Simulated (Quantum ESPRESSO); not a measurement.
# Fe: which magnetic order is lowest

Does Fe prefer parallel or opposed moments, or none?

Main program and level: Quantum ESPRESSO 7.5; PBE; plane waves with GBRV 1.5 PBE potentials, no spin-orbit coupling.

The database entry behind the starting cell differs from later determinations by our own check (about 0.2 % short), so it need not match the best structure at ambient conditions.

## (1) The structure

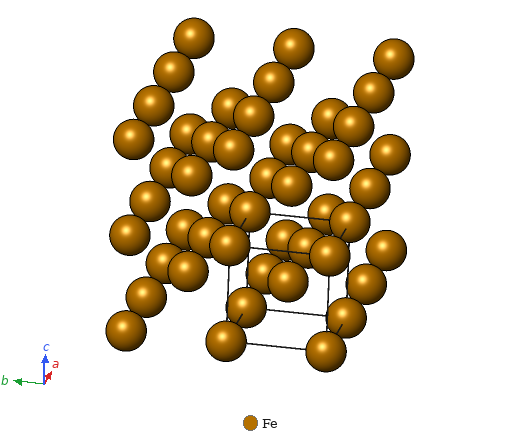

The cell as given, from a free direction (iron orange). 3×2×2 cells are drawn. This picture shows the conventional cell, with its axes. Some periodic images of atoms are drawn too.

As a file:

```cif
data_structure
_symmetry_space_group_name_H-M 'Im-3m'
_symmetry_Int_Tables_number 229
_cell_length_a 2.8605
_cell_length_b 2.8605
_cell_length_c 2.8605
_cell_angle_alpha 90.000
_cell_angle_beta 90.000
_cell_angle_gamma 90.000
_cell_volume 23.41
loop_
_atom_site_label
_atom_site_type_symbol
_atom_site_symmetry_multiplicity
_atom_site_Wyckoff_symbol
_atom_site_fract_x
_atom_site_fract_y
_atom_site_fract_z
_atom_site_occupancy
Fe1 Fe 2 a 0.00000 0.00000 0.00000 1
```

The cell comes from the Crystallography Open Database.

## (2) Run 1, typed as ferro +

The signs are those of the starting moments on the seeded atoms, the atoms that are given a moment.

Contents of pw.in:

```
&CONTROL
  calculation = 'scf'
  prefix = 'pwscf'
  outdir = './tmp'
  pseudo_dir = './pseudo'
  disk_io = 'nowf'
/
&SYSTEM
  ibrav = 0
  celldm(1) = 8
  nat = 1
  ntyp = 1
  ecutwfc = 40
  ecutrho = 280
  nbnd = 15
  occupations = 'smearing'
  smearing = 'fd'
  degauss = 0.00367493
  nspin = 2
  starting_magnetization(1) = 0.175
/
&ELECTRONS
  conv_thr = 2d-09
  electron_maxstep = 150
  mixing_beta = 0.3
/
ATOMIC_SPECIES
Fe     55.8450 fe_pbe_v1.5.uspp.F.UPF
CELL_PARAMETERS alat
  -0.3378452365606    0.3378452365606    0.3378452365606
   0.3378452365606   -0.3378452365606    0.3378452365606
   0.3378452365606    0.3378452365606   -0.3378452365606
ATOMIC_POSITIONS crystal
Fe      0.0000000000    0.0000000000    0.0000000000
K_POINTS automatic
16 16 16 0 0 0
```

Launch:

```
> OMP_NUM_THREADS=1 mpirun -n 4 pw.x -nk 4 -in pw.in > pw.out
```

What it wrote:

```text
Program PWSCF v.7.5 starts

     Message from routine setup:
     using ibrav=0 with symmetry is DISCOURAGED, use correct ibrav instead

     K-points division:     npool     =       4
     Subspace diagonalization in iterative solution of the eigenvalue problem:

     G-vector sticks info
     --------------------
     sticks:   dense  smooth     PW     G-vecs:    dense   smooth      PW
     Sum         467     265    117                 6339     2731     767

     Using Slab Decomposition

     bravais-lattice index     =            0
     lattice parameter (alat)  =       8.0000  a.u.
     unit-cell volume          =      78.9739 (a.u.)^3
     number of atoms/cell      =            1
     number of atomic types    =            1
     number of electrons       =        16.00
     number of Kohn-Sham states=           15
     kinetic-energy cutoff     =      40.0000  Ry
     charge density cutoff     =     280.0000  Ry
     scf convergence threshold =      2.0E-09
     mixing beta               =       0.3000
     number of iterations used =            8  plain     mixing
     Exchange-correlation=  SLA  PW   PBX  PBC
                           (   1   4   3   4   0   0   0)

     celldm(1)=   8.000000  celldm(2)=   0.000000  celldm(3)=   0.000000
     celldm(4)=   0.000000  celldm(5)=   0.000000  celldm(6)=   0.000000

     crystal axes: (cart. coord. in units of alat)
               a(1) = (  -0.337845   0.337845   0.337845 )
               a(2) = (   0.337845  -0.337845   0.337845 )
               a(3) = (   0.337845   0.337845  -0.337845 )

     reciprocal axes: (cart. coord. in units 2 pi/alat)
               b(1) = (  0.000000  1.479968  1.479968 )
               b(2) = (  1.479968  0.000000  1.479968 )
               b(3) = (  1.479968  1.479968  0.000000 )

     PseudoPot. # 1 for Fe read from file:
     fe_pbe_v1.5.uspp.F.UPF
     Pseudo is Ultrasoft + core correction, Zval = 16.0
     Generated by new atomic code, or converted to UPF format
     Using radial grid of  861 points,  6 beta functions with:
                l(1) =   0
                l(2) =   0
                l(3) =   1
                l(4) =   1
                l(5) =   2
                l(6) =   2
     Q(r) pseudized with  8 coefficients,  rinner =    1.000   1.000   1.000
                                                       1.000   1.000

     atomic species   valence    mass     pseudopotential
     Fe               16.00    55.84500     Fe( 1.00)

     Starting magnetic structure
     atomic species   magnetization
     Fe              0.175

     48 Sym. Ops., with inversion, found

   Cartesian axes

     site n.     atom                  positions (alat units)
         1        Fe     tau(   1) = (   0.0000000   0.0000000   0.0000000  )

     number of k points=   145  Fermi-Dirac smearing, width (Ry)=  0.0037

     Number of k-points >= 100: set verbosity='high' to print them.

     Dense  grid:     6339 G-vectors     FFT dimensions: (  25,  25,  25)

     Smooth grid:     2731 G-vectors     FFT dimensions: (  20,  20,  20)

     Check: negative core charge=   -0.000065
     Generating pointlists ...
     new r_m :   0.2414 (alat units)  1.9310 (a.u.) for type    1

     Initial potential from superposition of free atoms

     starting charge      15.0000, renormalised to      16.0000
     Starting wfcs are   13 randomized atomic wfcs +    2 random wfcs

     Self-consistent Calculation

     iteration #  1     ecut=    40.00 Ry     beta= 0.30
     Davidson diagonalization with overlap
     ethr =  1.00E-02,  avg # of iterations =  4.2

     total energy              =    -249.86986312 Ry
     estimated scf accuracy    <       2.34939608 Ry

     total magnetization       =     1.99 Bohr mag/cell
     absolute magnetization    =     1.99 Bohr mag/cell

     iteration #  2     ecut=    40.00 Ry     beta= 0.30
     Davidson diagonalization with overlap
     ethr =  1.00E-02,  avg # of iterations =  1.9

     total energy              =    -250.33471192 Ry
     estimated scf accuracy    <       0.04486845 Ry

     total magnetization       =     2.46 Bohr mag/cell
     absolute magnetization    =     2.49 Bohr mag/cell

     iteration #  3     ecut=    40.00 Ry     beta= 0.30
     Davidson diagonalization with overlap
     ethr =  2.80E-04,  avg # of iterations =  1.5

     total energy              =    -250.34537742 Ry
     estimated scf accuracy    <       0.00352193 Ry

     total magnetization       =     2.33 Bohr mag/cell
     absolute magnetization    =     2.39 Bohr mag/cell

     [... further iterations left out ...]

     iteration #  8     ecut=    40.00 Ry     beta= 0.30
     Davidson diagonalization with overlap
     ethr =  5.82E-08,  avg # of iterations =  1.3

     total energy              =    -250.34671066 Ry
     estimated scf accuracy    <       0.00000075 Ry

     total magnetization       =     2.29 Bohr mag/cell
     absolute magnetization    =     2.42 Bohr mag/cell

     iteration #  9     ecut=    40.00 Ry     beta= 0.30
     Davidson diagonalization with overlap
     ethr =  4.66E-09,  avg # of iterations =  1.3

     total energy              =    -250.34671087 Ry
     estimated scf accuracy    <       0.00000004 Ry

     total magnetization       =     2.29 Bohr mag/cell
     absolute magnetization    =     2.42 Bohr mag/cell

     iteration # 10     ecut=    40.00 Ry     beta= 0.30
     Davidson diagonalization with overlap
     ethr =  2.42E-10,  avg # of iterations =  1.4

     total energy              =    -250.34671091 Ry
     estimated scf accuracy    <       0.00000005 Ry

     total magnetization       =     2.29 Bohr mag/cell
     absolute magnetization    =     2.42 Bohr mag/cell

     iteration # 11     ecut=    40.00 Ry     beta= 0.30
     Davidson diagonalization with overlap
     ethr =  2.42E-10,  avg # of iterations =  1.2

     Magnetic moment per site  (integrated on atomic sphere of radius R)
     atom   1 (R=0.241)  charge= 14.4114  magn=  2.3417

     End of self-consistent calculation

     Number of k-points >= 100: set verbosity='high' to print the bands.

     the Fermi energy is    17.5180 ev

!    total energy              =    -250.34671095 Ry
     estimated scf accuracy    <          4.4E-10 Ry
     smearing contrib. (-TS)   =      -0.00058362 Ry
     internal energy E=F+TS    =    -250.34612733 Ry

     The total energy is F=E-TS. E is the sum of the following terms:
     one-electron contribution =    -116.10824229 Ry
     hartree contribution      =      67.32592618 Ry
     xc contribution           =     -29.21348957 Ry
     ewald contribution        =    -172.35032166 Ry

     total magnetization       =     2.29 Bohr mag/cell
     absolute magnetization    =     2.42 Bohr mag/cell

     convergence has been achieved in  11 iterations

=------------------------------------------------------------------------------=
   JOB DONE.
=------------------------------------------------------------------------------=
```

It took 3.6 s on 4 MPI ranks of Intel Xeon 6975P-C (Granite Rapids), shared host; peak memory 0.25 GiB.

Spin moment in the atom's sphere by atom:

```tsv
atom	spin moment in the atom's sphere (μB)
Fe1	2.34
```

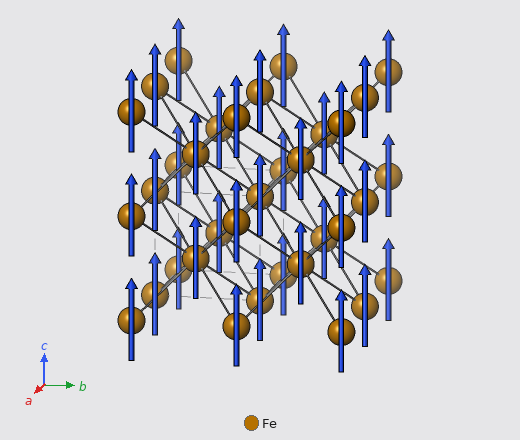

Spin moment in the atom's sphere as arrows, the longest 2.34 μB. Up and down stand for the sign. Arrows give size and sign along the axis of quantisation, drawn up and down the page. 2×2×2 conventional cells are drawn. Some periodic images of atoms are drawn too.

This step gave:

```
smearing term TS       : 0.007941 eV
magnetization          : 2.286 μB
absolute magnetization : 2.416 μB
final state            : ferromagnetic
```

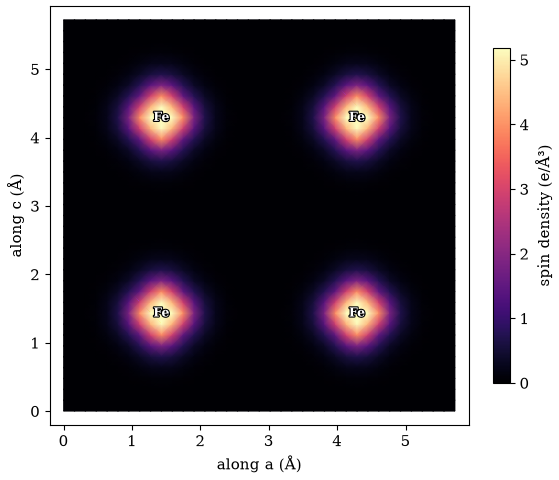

Spin density in the ac plane of the conventional cell at fractional y = 0.000, with atoms of Fe within 0.2 Å of it. The map starts off the cell's origin, so that atoms lie inside it.

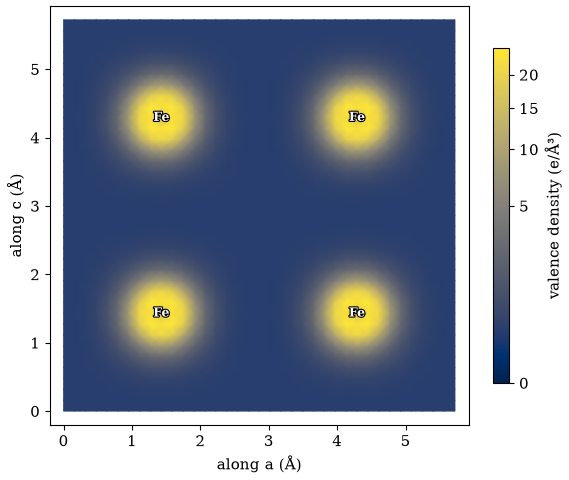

Valence density in the ac plane of the conventional cell at fractional y = 0.000, with atoms of Fe within 0.2 Å of it. It is the smooth field of the valence electrons, not physical close to the nuclei. The map starts off the cell's origin, so that atoms lie inside it. The colour scale is stretched toward low values.

## (3) Run 2, typed as antiferro q=(1/2,1/2,1/2) +−

This order needs a doubled cell of 2 atoms. The wavevector q is in fractions of the reciprocal vectors of the crystal's primitive cell, as the cells of these inputs are built from it; moments change sign between cells as cos(2π q·R).

Contents of pw.in:

```
&CONTROL
  calculation = 'scf'
  prefix = 'pwscf'
  outdir = './tmp'
  pseudo_dir = './pseudo'
  disk_io = 'nowf'
/
&SYSTEM
  ibrav = 0
  celldm(1) = 8
  nat = 2
  ntyp = 2
  ecutwfc = 40
  ecutrho = 280
  nbnd = 23
  occupations = 'smearing'
  smearing = 'fd'
  degauss = 0.00367493
  nspin = 2
  starting_magnetization(1) = 0.175
  starting_magnetization(2) = -0.175
/
&ELECTRONS
  conv_thr = 4d-09
  electron_maxstep = 150
  mixing_beta = 0.3
/
ATOMIC_SPECIES
Fe1    55.8450 fe_pbe_v1.5.uspp.F.UPF
Fe2    55.8450 fe_pbe_v1.5.uspp.F.UPF
CELL_PARAMETERS alat
  -0.6756904731212    0.6756904731212    0.6756904731212
   0.0000000000000    0.0000000000000    0.6756904731212
   0.0000000000000    0.6756904731212    0.0000000000000
ATOMIC_POSITIONS crystal
Fe1     0.0000000000    0.0000000000    0.0000000000
Fe2     0.5000000000    0.0000000000    0.0000000000
K_POINTS automatic
8 16 16 0 0 0
```

What it wrote:

```text
[banner, memory and clock lines left out]
Program PWSCF v.7.5 starts

     Message from routine setup:
     using ibrav=0 with symmetry is DISCOURAGED, use correct ibrav instead

     bravais-lattice index     =            0
     lattice parameter (alat)  =       8.0000  a.u.
     unit-cell volume          =     157.9477 (a.u.)^3
     number of atoms/cell      =            2
     number of atomic types    =            2
     number of electrons       =        32.00
     number of Kohn-Sham states=           23
     kinetic-energy cutoff     =      40.0000  Ry
     charge density cutoff     =     280.0000  Ry
     scf convergence threshold =      4.0E-09
     mixing beta               =       0.3000
     number of iterations used =            8  plain     mixing
     Exchange-correlation=  SLA  PW   PBX  PBC
                           (   1   4   3   4   0   0   0)

     celldm(1)=   8.000000  celldm(2)=   0.000000  celldm(3)=   0.000000
     celldm(4)=   0.000000  celldm(5)=   0.000000  celldm(6)=   0.000000

     crystal axes: (cart. coord. in units of alat)
               a(1) = (  -0.675690   0.675690   0.675690 )
               a(2) = (   0.000000   0.000000   0.675690 )
               a(3) = (   0.000000   0.675690   0.000000 )

     reciprocal axes: (cart. coord. in units 2 pi/alat)
               b(1) = ( -1.479968  0.000000  0.000000 )
               b(2) = (  1.479968 -0.000000  1.479968 )
               b(3) = (  1.479968  1.479968 -0.000000 )

     PseudoPot. # 1 for Fe read from file:
     fe_pbe_v1.5.uspp.F.UPF
     Pseudo is Ultrasoft + core correction, Zval = 16.0

     PseudoPot. # 2 for Fe read from file:
     fe_pbe_v1.5.uspp.F.UPF
     Pseudo is Ultrasoft + core correction, Zval = 16.0

     atomic species   valence    mass     pseudopotential
     Fe1              16.00    55.84500     Fe( 1.00)
     Fe2              16.00    55.84500     Fe( 1.00)

     Starting magnetic structure
     atomic species   magnetization
     Fe1             0.175
     Fe2            -0.175

     48 Sym. Ops., with inversion, found

   Cartesian axes

     site n.     atom                  positions (alat units)
         1        Fe1    tau(   1) = (   0.0000000   0.0000000   0.0000000  )
         2        Fe2    tau(   2) = (  -0.3378452   0.3378452   0.3378452  )

     number of k points=    85  Fermi-Dirac smearing, width (Ry)=  0.0037
                       cart. coord. in units 2pi/alat
        k(    1) = (   0.0000000   0.0000000   0.0000000), wk =   0.0004883
        k(    2) = (   0.0924980   0.0924980   0.0000000), wk =   0.0058594
        k(    3) = (   0.1849959   0.1849959   0.0000000), wk =   0.0058594
        k(    4) = (   0.2774939   0.2774939   0.0000000), wk =   0.0058594
        k(    5) = (   0.3699919   0.3699919   0.0000000), wk =   0.0058594
        [... 80 further k-points ...]

     Dense  grid:    12533 G-vectors     FFT dimensions: (  50,  30,  30)

     Smooth grid:     5449 G-vectors     FFT dimensions: (  40,  24,  24)

     Check: negative core charge=   -0.000064
     Generating pointlists ...
     new r_m :   0.2414 (alat units)  1.9310 (a.u.) for type    1
     new r_m :   0.2414 (alat units)  1.9310 (a.u.) for type    2

     Initial potential from superposition of free atoms

     starting charge      30.0000, renormalised to      32.0000
     Starting wfcs are   26 randomized atomic wfcs

     Self-consistent Calculation

     iteration #  1     ecut=    40.00 Ry     beta= 0.30
     Davidson diagonalization with overlap
     ethr =  1.00E-02,  avg # of iterations =  2.9

     total energy              =    -499.74460738 Ry
     estimated scf accuracy    <       4.59763614 Ry

     total magnetization       =     0.00 Bohr mag/cell
     absolute magnetization    =     3.73 Bohr mag/cell

     iteration #  2     ecut=    40.00 Ry     beta= 0.30
     Davidson diagonalization with overlap
     ethr =  1.00E-02,  avg # of iterations =  2.1

     total energy              =    -500.61340160 Ry
     estimated scf accuracy    <       0.03328340 Ry

     total magnetization       =    -0.00 Bohr mag/cell
     absolute magnetization    =     4.50 Bohr mag/cell

     [... further iterations left out ...]

     iteration # 17     ecut=    40.00 Ry     beta= 0.30
     Davidson diagonalization with overlap
     ethr =  1.55E-11,  avg # of iterations =  2.6

     total energy              =    -500.62370623 Ry
     estimated scf accuracy    <          8.7E-09 Ry

     total magnetization       =    -0.00 Bohr mag/cell
     absolute magnetization    =     3.74 Bohr mag/cell

     iteration # 18     ecut=    40.00 Ry     beta= 0.30
     Davidson diagonalization with overlap
     ethr =  1.55E-11,  avg # of iterations =  2.0

     Magnetic moment per site  (integrated on atomic sphere of radius R)
     atom   1 (R=0.241)  charge= 14.4134  magn=  1.8011
     atom   2 (R=0.241)  charge= 14.4133  magn= -1.8032

     End of self-consistent calculation

     Number of k-points >= 100: set verbosity='high' to print the bands.

     the Fermi energy is    17.8880 ev

!    total energy              =    -500.62370624 Ry
     estimated scf accuracy    <          3.2E-09 Ry
     smearing contrib. (-TS)   =      -0.00334523 Ry
     internal energy E=F+TS    =    -500.62036102 Ry

     The total energy is F=E-TS. E is the sum of the following terms:
     one-electron contribution =    -232.07249396 Ry
     hartree contribution      =     134.43954335 Ry
     xc contribution           =     -58.28676709 Ry
     ewald contribution        =    -344.70064332 Ry

     total magnetization       =    -0.00 Bohr mag/cell
     absolute magnetization    =     3.74 Bohr mag/cell

     convergence has been achieved in  18 iterations
```

Run time: 14 s. Hardware: 4 MPI ranks; peak memory 0.33 GiB; 55 s of CPU time.

Spin moment in the atom's sphere by atom:

```tsv
atom	spin moment in the atom's sphere (μB)
Fe1	1.80
Fe2	-1.80
```

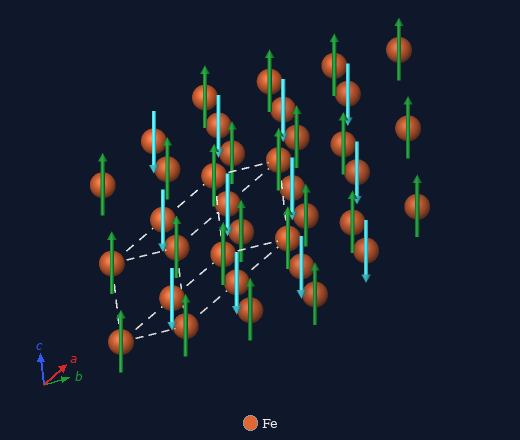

Spin moment in the atom's sphere as arrows, the longest 1.80 μB. Up and down stand for the sign. Arrows give size and sign along the axis of quantisation, drawn up and down the page. The two directions have two colours. 1×3×2 cells are drawn. Some periodic images of atoms are drawn too.

Numbers from this step:

```yaml
smearing_term_ts: 0.04551 eV
magnetization: 0 μB
absolute_magnetization: 3.744 μB
final_state: antiferromagnetic
```

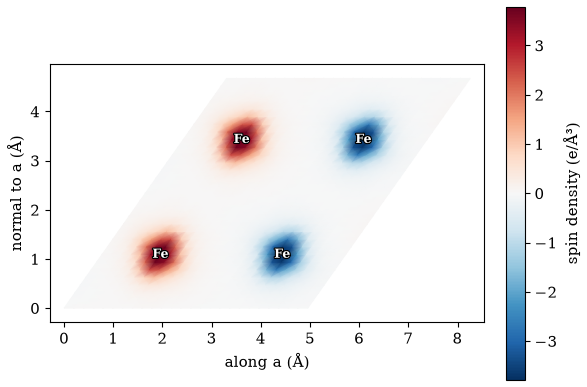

Spin density in the ac plane at fractional y = 0.000, with atoms of Fe within 0.2 Å of it. The map starts off the cell's origin, so that atoms lie inside it.

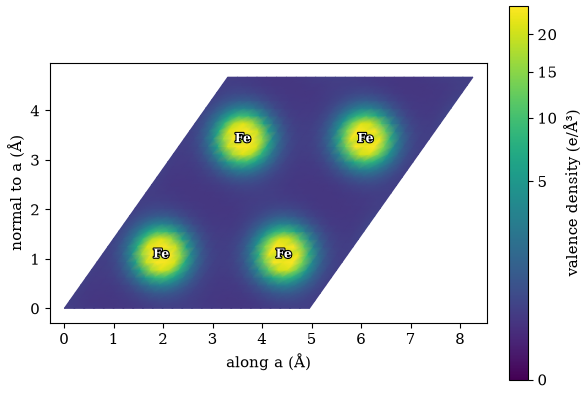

Valence density in the ac plane at fractional y = 0.000, with atoms of Fe within 0.2 Å of it. It is the smooth field of the valence electrons, not physical close to the nuclei. The map starts off the cell's origin, so that atoms lie inside it. The colour scale is stretched toward low values.

## (4) Run 3 (antiferro q=(0,0,1/2) +−)

The cell is doubled to 2 atoms to hold this order.

Edit pw.in of step 3 so:

```diff
@@ -31,9 +31,9 @@
 CELL_PARAMETERS alat
-  -0.6756904731212    0.6756904731212    0.6756904731212
-   0.0000000000000    0.0000000000000    0.6756904731212
-   0.0000000000000    0.6756904731212    0.0000000000000
+  -0.3378452365606    0.3378452365606    0.3378452365606
+   0.3378452365606   -0.3378452365606    0.3378452365606
+   0.6756904731212    0.6756904731212   -0.6756904731212
 ATOMIC_POSITIONS crystal
 Fe1     0.0000000000    0.0000000000    0.0000000000
-Fe2     0.5000000000    0.0000000000    0.0000000000
+Fe2     0.0000000000    0.0000000000    0.5000000000
 K_POINTS automatic
-8 16 16 0 0 0
+16 16 8 0 0 0
```

What it wrote:

```text
     [... lines left out ...]
Program PWSCF v.7.5 starts
     [... lines left out ...]
     number of atoms/cell      =            2
     [... lines left out ...]
     number of electrons       =        32.00
     number of Kohn-Sham states=           23
     kinetic-energy cutoff     =      40.0000  Ry
     charge density cutoff     =     280.0000  Ry
     scf convergence threshold =      4.0E-09
     [... lines left out ...]
      8 Sym. Ops., with inversion, found
     [... lines left out ...]
     number of k points=   333  Fermi-Dirac smearing, width (Ry)=  0.0037
     [... lines left out ...]
     iteration # 15     ecut=    40.00 Ry     beta= 0.30
     [... lines left out ...]
     Magnetic moment per site  (integrated on atomic sphere of radius R)
     atom   1 (R=0.241)  charge= 14.4042  magn=  2.1543
     atom   2 (R=0.241)  charge= 14.4043  magn= -2.1544
     [... lines left out ...]
     the Fermi energy is    17.8995 ev
!    total energy              =    -500.65993156 Ry
     estimated scf accuracy    <          4.5E-10 Ry
     smearing contrib. (-TS)   =      -0.00194654 Ry
     [... lines left out ...]
     total magnetization       =    -0.00 Bohr mag/cell
     absolute magnetization    =     4.45 Bohr mag/cell
     convergence has been achieved in  15 iterations
```

Run time: 26 s. Hardware: 4 MPI ranks; peak memory 0.44 GiB.

(Part 1 of 2 ends here.)

[Logs and program files are shortened in this print: banners, set-up blocks, solver, clock and traceback lines can be left out without a mark of their own.]

[Logs are printed without paths, hosts, clocks, repeated set-up lines and the standing remarks that a program may print on its own settings, such as how far it seeks lower states.]

[Hosts, paths, dates, database ids (printed as entryN), source tags and the programs' standing remarks are cut or masked in the printed files.]

[Where a cell is said to come from a database of computed structures, the database is the Materials Project.]
